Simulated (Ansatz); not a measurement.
**Run report: W$_{12}$HBr, single-point calculation (part 1 of 2)**

The run: single-point calculation of W$_{12}$HBr (slab, 14 atoms in the cell). Method and program: DFT PBE+D3(BJ), scalar-relativistic, plane waves, PAW, no spin polarisation (Ansatz 0.2.0).

The structure derives from an entry of the Crystallography Open Database. It belongs to a series of runs on one base structure; here: the whole at its places in the relaxed adsorbed structure. Figures and captions count atoms from 1; the log counts them from 0 in places.

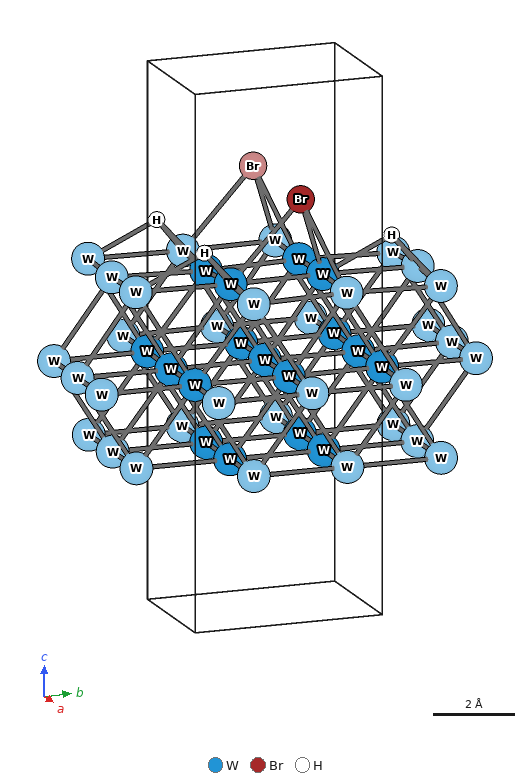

Fig. 1: The input geometry (ball-and-stick view of the cell of the calculation, with the vacuum cut short, seen slightly off an axis; neighbours outside the cell are drawn fainter). An atom can appear more than once, as a periodic image.

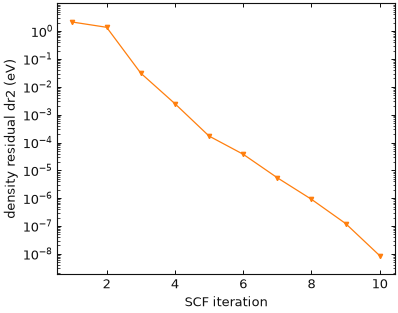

Fig. 2: Convergence of the self-consistent field: density residual dr2 against the SCF iteration. The residual falls at every step.

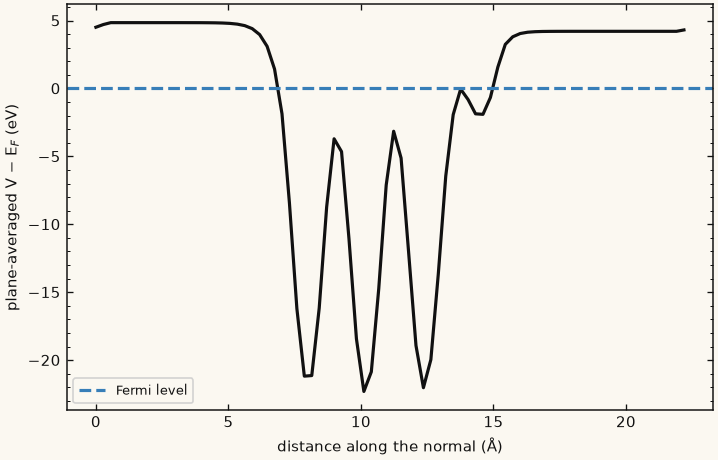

Fig. 3: Plane average of the electrostatic potential energy of an electron across the cell, from the Fermi level. The vacuum level lies 4.20 eV above the Fermi level on the upper side and 4.84 eV on the lower.

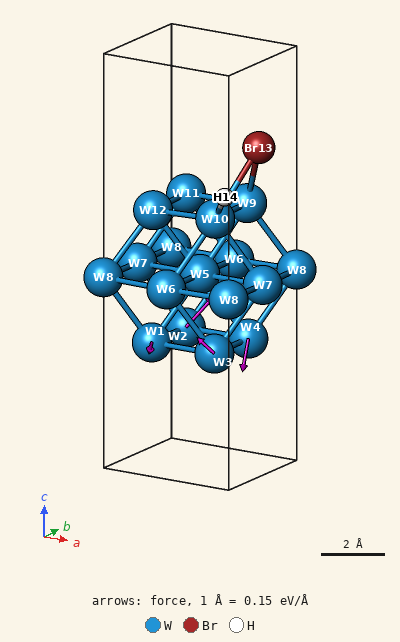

Fig. 4: Forces on the atoms as pink arrows (ball-and-stick view of the cell of the calculation, with the vacuum cut short, seen slightly off an axis; atoms are numbered from 1 in the order of the input); the smallest are left out. The largest act on W2 (0.20 eV/Å); W4 (0.17 eV/Å); W3 (0.12 eV/Å); W1 (0.08 eV/Å). The geometry is not a stationary point of this energy.

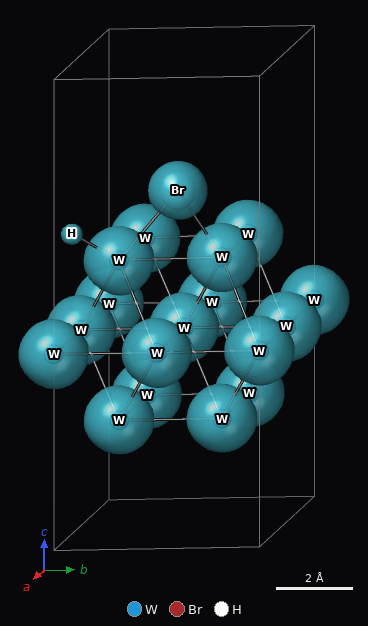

Fig. 5: Isosurface of the valence electron density at 1 e/Å³ (cyan), seen slightly off an axis. Sticks mark near contacts. At this value the density breaks into separate islands; it holds about 60 % of the electrons treated as valence (semicore included). It is pinched off along the W–H (1.90 Å), W–Br (2.62 Å), W–W (2.65 Å) and W–H (1.98 Å) contacts. On the grid the lowest density along these lines, outside the cores, is 0.52 e/Å³ (W–H, 1.90 Å), 0.4 e/Å³ (W–Br, 2.62 Å), 0.5 e/Å³ (W–W, 2.65 Å) and 0.45 e/Å³ (W–H, 1.98 Å). In a PAW calculation such maps are meaningful between the atoms, not at the nuclei.

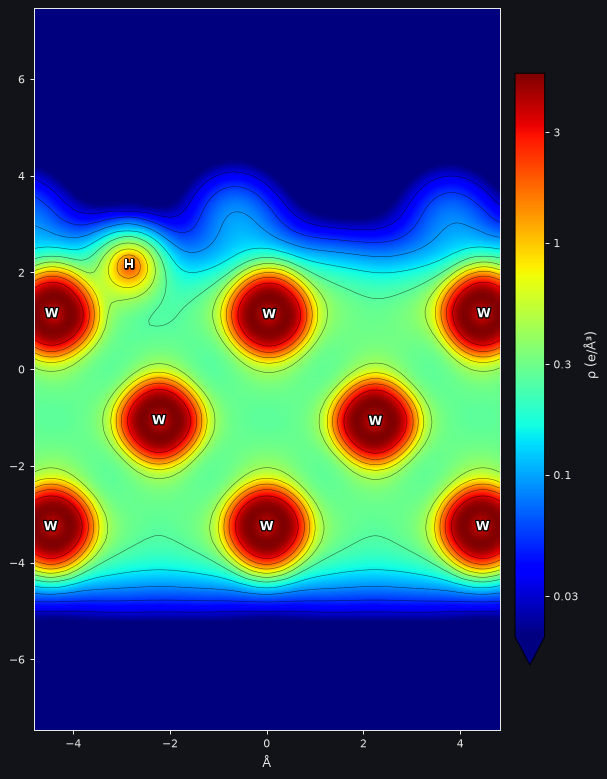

Fig. 6: Valence pseudo-density on the (110) plane of the calculation cell, a cut from vacuum to vacuum. Atoms in the plane: W and H. W–H (1.90 Å): ρ at the midpoint is about 0.81 e/Å³, with its minimum of 0.52 e/Å³ about 1.2 Å from W. The density dies away to nearly zero in the vacuum.

The input that produced these results follows, with the program's output.

**The input**
```yaml
crystal:
  lattice:
    - [5.4721979736, 0.0, 0.0]
    - [-1.8240659912, 5.1592377269, 0.0]
    - [0.0, 0.0, 22.4680309356]
  atoms:
    - { symbol: W, position: [0.25, 0.25, 0.3560614645] }
    - { symbol: W, position: [0.25, 0.75, 0.3560614645] }
    - { symbol: W, position: [0.75, 0.25, 0.3560614645] }
    - { symbol: W, position: [0.75, 0.75, 0.3560614645] }
    - { symbol: W, position: [0.5014552864, 0.4984383313, 0.4529325027] }
    - { symbol: W, position: [0.5031591192, -0.0024351388, 0.4523341227] }
    - { symbol: W, position: [0.0002813974, 0.5003527367, 0.4529485218] }
    - { symbol: W, position: [-8.15301e-05, -0.0013368, 0.4535505348] }
    - { symbol: W, position: [0.7415092952, 0.7482273132, 0.5526124185] }
    - { symbol: W, position: [0.7560725216, 0.2511041003, 0.5519966655] }
    - { symbol: W, position: [0.2556164712, 0.7441278933, 0.5511916678] }
    - { symbol: W, position: [0.2623017634, 0.2460789875, 0.5487195366] }
    - { symbol: Br, position: [0.9239936995, 0.5834028955, 0.646367925] }
    - { symbol: H, position: [0.9314897759, 1.0674007126, 0.5969668089] }
basis:
  ecutwfc: 420
kpoints:
  mp_grid: { grid: [4, 4, 1] }
hamiltonian:
  xc: pbe
  dispersion: d3bj
scf:
  occupations: { method: gaussian, width: 0.1 }
output:
  forces: true
  eigenvalues: true
  write_density: true
  volumetric_format: npy
efield:
  axis: 3
  dipole_correction: true
  ramp_width: 0.04
```

Launch command:
```bash
ansatz run input.yaml --threads 4 --pin off --max-ram 10240MiB --backend cpu --events-out ev --progress --plain --runs-dir out
```

**Log**
```
Engine: ansatz 0.2.0, x86_64-unknown-linux-gnu
Pseudopotentials: kind: paw
Pseudopotential: W, paw, valence charge 14, recommended cutoff 420 eV (normal), W.paw.azcp
Pseudopotential: Br, paw, valence charge 7, recommended cutoff 420 eV (normal), Br.paw.azcp
Pseudopotential: H, paw, valence charge 1, recommended cutoff 420 eV (normal), H.paw.azcp
Functional definition: PBE
  parameter kappa = 0.804
  parameter beta = 0.06672455060314922
  exchange = pbe_x(kappa = kappa, mu = beta*pi^2/3)
  correlation = pbe_c(beta = beta)
Crystal: 14 atoms, lattice volume = 634.326 Å³
Basis set: ecut = 420 eV, 12395 PW (Γ), exchange–correlation on 80×80×320 points (8 copies of the dense FFT grid, shifted against one another)
Bands: 106, of which v1, the nominal top of the filled ones, is band 88 counted from 1 (87 counted from 0)
Symmetry: 1 space group operations
Space group: P1 (ITA 1), of the structure as read, at distance tolerance 8.6e-5 Å
k-points: 10 of 16 (time reversal used)
Non-local potential: W, projectors of the file, l = 0: 3, l = 1: 2, l = 2: 2, l = 3: 1
Non-local potential: Br, projectors of the file, l = 0: 2, l = 1: 2, l = 2: 2
Non-local potential: H, projectors of the file, l = 0: 2, l = 1: 1
PAW form: soft (Blöchl's): semilocal exchange-correlation on the pseudo side does not see the compensation charge
PAW one-centre angular grid: W, 590 points (default); XC on 64 Gauss nodes
PAW one-centre angular grid: Br, 110 points (default); XC on 64 Gauss nodes
PAW one-centre angular grid: H, 110 points (default); XC on 64 Gauss nodes
Initial density: superposition of atomic densities (neutral atoms: chi_scale 0, normalization atom), corrected by the library's trained network
Initial wavefunctions: pseudopotential atomic-orbital guess
Functional: x = pbe(κ = 0.804, μ = 0.2195149727645171), c = pbe(β = 0.06672455060314922)
```
